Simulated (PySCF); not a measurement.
# BH2Br− (SMILES [BH2-]Br) at U-wB97X-V/STO-3G

Aim: the vertical doublet–quartet gap of BH2Br− at U-wB97X-V/STO-3G, from 2 runs. The job is set up through a Python script.

The calculation is run with PySCF 2.14.0.

7 further runs of the same task are left out: 7 set aside as unsound or not needed.

## (1) The system as given

BH2Br− has 4 atoms, charge -1, and is taken as a doublet. As SMILES, `[BH2-]Br`. The coordinates come from a GFN2-xTB relaxation.

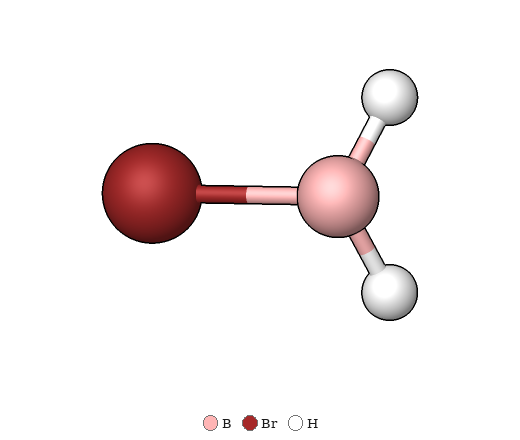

Viewed from a chosen angle; boron pink, bromine red, hydrogen white.

## (2) The energy at U-wB97X-V/STO-3G

run.py

```python
# [BH2-]Br
from pyscf import gto, dft

molecule = gto.Mole()
molecule.atom = '''
B       -0.380570       0.148840       0.001750
Br       1.540060       0.580870       0.661540
H       -0.770230      -0.861690       0.547550
H       -0.389260       0.131980      -1.210840
'''
molecule.max_memory = 1860
molecule.charge = -1
molecule.basis = 'sto-3g'
molecule.verbose = 3
molecule.spin = 1
molecule.build()

calc0 = dft.UKS(molecule)
calc0.xc = 'wb97x-v'
calc0.conv_tol = 1e-10
calc0.nlcgrids.level = 1
calc0.grids.level = 5
calc0.kernel()
if not calc0.converged:
    calc0 = calc0.newton().run(calc0.mo_coeff, calc0.mo_occ)

e_tot = calc0.e_tot
print(f'total energy: {e_tot:.8f} hartree')
```

On the command line:

```console
OMP_NUM_THREADS=1 python run.py
```

What it wrote:

```text
WARN: HOMO -0.103866746889952 >= LUMO -0.10386674688995

converged SCF energy = -2571.43679982293  <S^2> = 0.75173605  2S+1 = 2.0017353
total energy: -2571.43679982 hartree
```

It took 13 s on 1 thread of Arm Neoverse V2, shared host; peak memory 0.23 GiB.

## (3) The quartet, same level

input.py

```python
from pyscf import gto, dft

mol = gto.Mole()
mol.atom = '''
B     -0.719173     0.281267     0.003307
Br     2.910292     1.097685     1.250129
H     -1.455524    -1.628358     1.034720
H     -0.735595     0.249406    -2.288156
'''
mol.verbose = 3
mol.max_memory = 1860
mol.unit = 'bohr'
mol.spin = 3
mol.charge = -1
mol.basis = 'sto-3g'
mol.build()

mf = dft.UKS(mol)
mf.xc = 'wb97x-v'
mf.grids.level = 5
mf.nlcgrids.level = 1
mf.conv_tol = 1e-10
mf.kernel()
if not mf.converged:
    mf = mf.newton().run(mf.mo_coeff, mf.mo_occ)

e_final = mf.e_tot
print('Final energy', e_final)
```

On the command line:

```console
OMP_NUM_THREADS=1 python input.py
```

What it wrote:

```text
WARN: HOMO 0.0751907650807245 >= LUMO -0.417696164002301

WARN: HOMO 0.44159084713424 >= LUMO 0.211654947618385

WARN: HOMO 0.41590812191567 >= LUMO 0.244081775223206

WARN: HOMO 0.410751834248008 >= LUMO 0.250610395251048

WARN: HOMO 0.41448891712856 >= LUMO 0.248732667146985

WARN: HOMO 0.413875288916724 >= LUMO 0.248395754007009

WARN: HOMO 0.413929006840666 >= LUMO 0.248707682083293

WARN: HOMO 0.413926594326273 >= LUMO 0.248588742799146

WARN: HOMO 0.413928454775169 >= LUMO 0.248607605152743

WARN: HOMO 0.413929683313709 >= LUMO 0.248604859503343

WARN: HOMO 0.413929536391897 >= LUMO 0.248605612209683

WARN: HOMO 0.413929560927641 >= LUMO 0.248605481130386

converged SCF energy = -2571.03390523394  <S^2> = 3.7503165  2S+1 = 4.0001582
Final energy -2571.03390523394
```

Run time: 15 s. Hardware: 1 thread of Arm Neoverse V2, shared host; peak memory 0.23 GiB.

## (4) Summary of results

At U-wB97X-V/STO-3G:

| quantity | value |
| --- | --- |
| doublet: total energy | -2571.43680 Eh |
| doublet: HOMO energy (highest over α and β) | 3.52 eV |
| doublet: LUMO energy (lowest over α and β) | 14.12 eV |
| doublet: ⟨S²⟩ | 0.752 |
| quartet: total energy | -2571.03391 Eh |
| quartet: HOMO energy (highest over α and β) | 11.26 eV |
| quartet: ⟨S²⟩ | 3.750 |
| vertical energy of the quartet above the doublet | 10.963 eV |

In words: At this shape the quartet lies 10.96 eV (253 kcal/mol) above the doublet. For an anion a state so high probably lies above electron detachment. In a minimal basis such a difference can be off by several eV, whatever the method. The HOMO (doublet) lies at positive energy, 3.52 eV; only total energies tell whether the electron is bound. Mulliken charges (quartet) run from -0.49 on B1 to -0.17 on H4; they depend strongly on the basis. The HOMO (quartet) lies at positive energy, 11.26 eV; only total energies tell whether the electron is bound.
